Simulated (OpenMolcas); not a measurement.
Run report: CoC, relativistic diatomic calculation (part 2 of 2)

Continued. System: CoC. Method: SA-CASSCF(11,9)/XMS-CASPT2 + RASSI spin-orbit (X2C scalar, AMFI), ANO-RCC-VTZP (OpenMolcas).

## Log (extracts), continued
```
++ Dipole transition strengths (spin-free states):
     for osc. strength at least  1.00000000E-05
      From   To        Osc. strength     Einstein coefficients Ax, Ay, Az (sec-1)    Total A (sec-1)
         1    4       4.93691403E-04  3.12825205E+04  2.71206844E+02  0.00000000E+00  3.15537274E+04
         1    5       4.93691618E-04  2.71207371E+02  3.12825338E+04  0.00000000E+00  3.15537412E+04
         1    6       1.26164621E-03  7.87447752E+04  4.72165319E+04  0.00000000E+00  1.25961307E+05
         1    7       1.26164603E-03  4.72165256E+04  7.87447663E+04  0.00000000E+00  1.25961292E+05
         1    8       5.93023961E-04  6.14196183E+04  2.39695780E+03  0.00000000E+00  6.38165761E+04
         1    9       5.93024063E-04  2.39695993E+03  6.14196271E+04  0.00000000E+00  6.38165870E+04
         2    4       5.63157649E-04  2.78270618E+02  3.57008254E+04  0.00000000E+00  3.59790961E+04
         2    5       5.63157416E-04  3.57008111E+04  2.78270056E+02  0.00000000E+00  3.59790811E+04
         2    6       1.26465337E-03  4.69844380E+04  7.92364372E+04  0.00000000E+00  1.26220875E+05
         2    7       1.26465341E-03  7.92364431E+04  4.69844382E+04  0.00000000E+00  1.26220881E+05
         2    8       4.99355290E-04  2.28130778E+03  5.14387127E+04  0.00000000E+00  5.37200205E+04
         2    9       4.99355223E-04  5.14387076E+04  2.28130565E+03  0.00000000E+00  5.37200133E+04
         3    6       1.07537947E-04  3.80383891E+03  5.64789950E+02  0.00000000E+00  4.36862886E+03
         3    7       1.07537948E-04  5.64789861E+02  3.80383916E+03  0.00000000E+00  4.36862902E+03
        10   14       3.26341483E-05  4.53643996E+02  2.90821585E+02  0.00000000E+00  7.44465581E+02
        10   15       3.11849372E-05  4.32654252E+02  3.12229193E+02  0.00000000E+00  7.44883445E+02
        10   16       5.47412725E-05  2.00810886E+03  1.63820337E+03  0.00000000E+00  3.64631223E+03
        11   14       3.26342683E-05  2.90822942E+02  4.53645307E+02  0.00000000E+00  7.44468249E+02
        11   15       3.11848212E-05  3.12228246E+02  4.32652360E+02  0.00000000E+00  7.44880606E+02
        11   16       5.47413548E-05  1.63820402E+03  2.00811349E+03  0.00000000E+00  3.64631751E+03
        12   14       4.51481906E-05  8.92193717E+02  3.21047815E+01  0.00000000E+00  9.24298498E+02
        12   15       4.73552406E-05  4.02446122E+00  1.01364824E+03  0.00000000E+00  1.01767270E+03
        12   16       1.31197134E-05  7.56231947E+02  6.46249605E+01  0.00000000E+00  8.20856908E+02
        13   14       4.51484471E-05  3.21053570E+01  8.92197910E+02  0.00000000E+00  9.24303267E+02
        13   15       4.73551612E-05  1.01364615E+03  4.02432838E+00  0.00000000E+00  1.01767048E+03
        13   16       1.31199453E-05  6.46306213E+01  7.56240549E+02  0.00000000E+00  8.20871170E+02
        14   16       1.46954293E-04  0.00000000E+00  0.00000000E+00  1.68408432E+03  1.68408432E+03
 Electric-quadrupole - electric-quadrupole not included
 Electric-dipole - electric-octupole not included
 Electric-dipole - magnetic-quadrupole not included
   Eigenvalues of complex Hamiltonian:
  (Shifted by EMIN (a.u.) =      -1430.3435290631)
 SO State       Relative EMIN(au)   Rel lowest level(eV)    D:o, cm**(-1)      Omega
     1            -0.0022054475        0.0000000000              0.0000         2.5
     2            -0.0022054475        0.0000000000              0.0000         2.5
     3             0.0020995356        0.1171445598            944.8346         1.5
     4             0.0020995356        0.1171445598            944.8346         1.5
     5             0.0199330127        0.6024181917           4858.8304         0.5
     6             0.0199330127        0.6024181917           4858.8304         0.5
     7             0.0323162730        0.9393838722           7576.6419         4.5
     8             0.0323162730        0.9393838722           7576.6419         4.5
     9             0.0329793343        0.9574266887           7722.1670         2.5
    10             0.0329793343        0.9574266887           7722.1670         2.5
    11             0.0330584514        0.9595795736           7739.5312         3.5
    12             0.0330584514        0.9595795736           7739.5312         3.5
    13             0.0342202223        0.9911929708           7994.5105         2.5
    14             0.0342202223        0.9911929708           7994.5105         2.5
    15             0.0347041340        1.0043608805           8100.7168         1.6
    16             0.0347041340        1.0043608805           8100.7168         1.6
    17             0.0359780570        1.0390260902           8380.3106         1.5
    18             0.0359780570        1.0390260902           8380.3106         1.5
    19             0.0364515164        1.0519095769           8484.2229         0.5
    20             0.0364515164        1.0519095769           8484.2229         0.5
    21             0.0382959200        1.1020983555           8889.0227         0.5
    22             0.0382959200        1.1020983555           8889.0227         0.5
    23             0.0437730787        1.2511394358          10091.1201         3.5
    24             0.0437730787        1.2511394358          10091.1201         3.5
    25             0.0456964863        1.3034780235          10513.2593         2.5
    26             0.0456964863        1.3034780235          10513.2593         2.5
    27             0.0544203875        1.5408674684          12427.9343         1.5
    28             0.0544203875        1.5408674684          12427.9343         1.5
    29             0.0567171268        1.6033649278          12932.0103         0.5
    30             0.0567171268        1.6033649278          12932.0103         0.5
    31             0.0579396415        1.6366312488          13200.3212         3.5
    32             0.0579396415        1.6366312488          13200.3212         3.5
    33             0.0582839992        1.6460016982          13275.8990         2.5
    34             0.0582839992        1.6460016982          13275.8990         2.5
    35             0.0590954128        1.6680813889          13453.9837         3.5
    36             0.0590954128        1.6680813889          13453.9837         3.5
    37             0.0603945917        1.7034338474          13739.1205         2.5
    38             0.0603945917        1.7034338474          13739.1205         2.5
    39             0.0619402876        1.7454943758          14078.3616         1.6
    40             0.0619402876        1.7454943758          14078.3616         1.6
    41             0.0635048641        1.7880686706          14421.7464         0.6
    42             0.0635048641        1.7880686706          14421.7464         0.6
    43             0.0797115471        2.2290749808          17978.7022         1.5
    44             0.0797115471        2.2290749808          17978.7022         1.5
    45             0.0797201903        2.2293101741          17980.5992         0.5
    46             0.0797201903        2.2293101741          17980.5992         0.5
    47             0.0896424142        2.4993076421          20158.2756         5.5
    48             0.0896424142        2.4993076421          20158.2756         5.5
    49             0.0908345209        2.5317465183          20419.9128         4.5
    50             0.0908345209        2.5317465183          20419.9128         4.5
    51             0.0920216946        2.5640511610          20680.4673         3.5
    52             0.0920216946        2.5640511610          20680.4673         3.5
    53             0.0932038425        2.5962190427          20939.9188         2.5
    54             0.0932038425        2.5962190427          20939.9188         2.5
    55             0.0943810009        2.6282511551          21198.2752         1.5
    56             0.0943810009        2.6282511551          21198.2752         1.5
    57             0.0955532959        2.6601509278          21455.5642         0.5
    58             0.0955532959        2.6601509278          21455.5642         0.5
 Weights of the five most important spin-orbit-free states for each spin-orbit state.
 SO State  Total energy (au)           Spin-free states, spin, and weights
    1        -0.002205       1 0.5  0.5005    2 0.5  0.4979   12 1.5  0.0005   13 1.5  0.0005    5 0.5  0.0001
    2        -0.002205       1 0.5  0.5005    2 0.5  0.4979   12 1.5  0.0005   13 1.5  0.0005    4 0.5  0.0001
    3         0.002100       2 0.5  0.5006    1 0.5  0.4980   11 1.5  0.0003   10 1.5  0.0003   13 1.5  0.0002
    4         0.002100       2 0.5  0.5006    1 0.5  0.4980   11 1.5  0.0003   10 1.5  0.0003   13 1.5  0.0002
    5         0.019933       3 0.5  0.9867   12 1.5  0.0062   13 1.5  0.0062    6 0.5  0.0004    7 0.5  0.0004
    6         0.019933       3 0.5  0.9867   12 1.5  0.0062   13 1.5  0.0062    6 0.5  0.0004    7 0.5  0.0004
    7         0.032316      10 1.5  0.4981   11 1.5  0.4981   12 1.5  0.0018   13 1.5  0.0018   17 2.5  0.0001
    8         0.032316      10 1.5  0.4981   11 1.5  0.4981   12 1.5  0.0018   13 1.5  0.0018   17 2.5  0.0001
    9         0.032979      12 1.5  0.4927   13 1.5  0.4927   10 1.5  0.0067   11 1.5  0.0067    1 0.5  0.0005
   10         0.032979      12 1.5  0.4927   13 1.5  0.4927   10 1.5  0.0067   11 1.5  0.0067    1 0.5  0.0005
   11         0.033058      10 1.5  0.4797   11 1.5  0.4797    5 0.5  0.0185    4 0.5  0.0185   12 1.5  0.0010
   12         0.033058      10 1.5  0.4797   11 1.5  0.4797    5 0.5  0.0185    4 0.5  0.0185   12 1.5  0.0010
   13         0.034220      11 1.5  0.4679   10 1.5  0.4679    4 0.5  0.0178    5 0.5  0.0178   12 1.5  0.0121
   14         0.034220      11 1.5  0.4679   10 1.5  0.4679    4 0.5  0.0178    5 0.5  0.0178   12 1.5  0.0121
   15         0.034704      12 1.5  0.4875   13 1.5  0.4875   11 1.5  0.0110   10 1.5  0.0110    4 0.5  0.0011
   16         0.034704      12 1.5  0.4875   13 1.5  0.4875   11 1.5  0.0110   10 1.5  0.0110    4 0.5  0.0011
   17         0.035978      11 1.5  0.4928   10 1.5  0.4928   13 1.5  0.0066   12 1.5  0.0066    2 0.5  0.0003
   18         0.035978      11 1.5  0.4928   10 1.5  0.4928   13 1.5  0.0066   12 1.5  0.0066    2 0.5  0.0003
   19         0.036452      13 1.5  0.4972   12 1.5  0.4972    3 0.5  0.0031   10 1.5  0.0011   11 1.5  0.0011
   20         0.036452      13 1.5  0.4972   12 1.5  0.4972    3 0.5  0.0031   10 1.5  0.0011   11 1.5  0.0011
   21         0.038296      13 1.5  0.4935   12 1.5  0.4935    3 0.5  0.0095   10 1.5  0.0017   11 1.5  0.0017
   22         0.038296      13 1.5  0.4935   12 1.5  0.4935    3 0.5  0.0095   10 1.5  0.0017   11 1.5  0.0017
   23         0.043773       5 0.5  0.4697    4 0.5  0.4697   11 1.5  0.0173   10 1.5  0.0173    8 0.5  0.0093
   24         0.043773       5 0.5  0.4697    4 0.5  0.4697   11 1.5  0.0173   10 1.5  0.0173    8 0.5  0.0093
   25         0.045696       4 0.5  0.4720    5 0.5  0.4720   11 1.5  0.0199   10 1.5  0.0199    9 0.5  0.0067
   26         0.045696       4 0.5  0.4720    5 0.5  0.4720   11 1.5  0.0199   10 1.5  0.0199    9 0.5  0.0067
   27         0.054420       6 0.5  0.4938    7 0.5  0.4938   14 1.5  0.0063   15 1.5  0.0056    1 0.5  0.0002
   28         0.054420       6 0.5  0.4938    7 0.5  0.4938   14 1.5  0.0063   15 1.5  0.0056    1 0.5  0.0002
   29         0.056717       7 0.5  0.4765    6 0.5  0.4765   14 1.5  0.0270   15 1.5  0.0191    3 0.5  0.0007
   30         0.056717       7 0.5  0.4765    6 0.5  0.4765   14 1.5  0.0270   15 1.5  0.0191    3 0.5  0.0007
   31         0.057940       9 0.5  0.4816    8 0.5  0.4816    4 0.5  0.0094    5 0.5  0.0094   15 1.5  0.0071
   32         0.057940       9 0.5  0.4816    8 0.5  0.4816    4 0.5  0.0094    5 0.5  0.0094   15 1.5  0.0071
   33         0.058284       8 0.5  0.4844    9 0.5  0.4844   14 1.5  0.0083   15 1.5  0.0072    5 0.5  0.0071
   34         0.058284       8 0.5  0.4844    9 0.5  0.4844   14 1.5  0.0083   15 1.5  0.0072    5 0.5  0.0071
   35         0.059095      14 1.5  0.5521   15 1.5  0.4258    9 0.5  0.0081    8 0.5  0.0081    5 0.5  0.0023
   36         0.059095      14 1.5  0.5521   15 1.5  0.4258    9 0.5  0.0081    8 0.5  0.0081    5 0.5  0.0023
   37         0.060395      14 1.5  0.6869
```

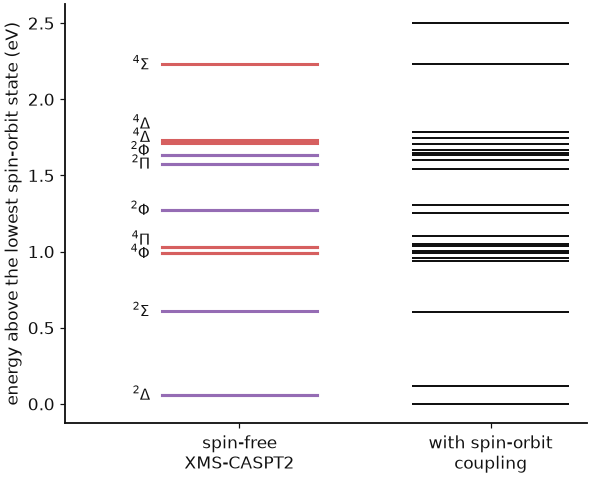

Fig. 2: States up to 2.5 eV at 1.687 Å, without spin-orbit coupling (left, a colour for each spin multiplicity) and with it (right, where close levels merge). The spin-free states run ²Δ (0.00 eV), ²Σ (0.55 eV), ⁴Φ (0.93 eV), ⁴Π (0.97 eV), ²Φ (1.21 eV), ²Π (1.52 eV) from the lowest. The lowest spin-orbit levels have |Ω| = 5/2 (0 cm⁻¹), 3/2 (945 cm⁻¹), 1/2 (4,859 cm⁻¹), 9/2 (7,577 cm⁻¹), 5/2 (7,722 cm⁻¹).

Outcome of the run: converged.
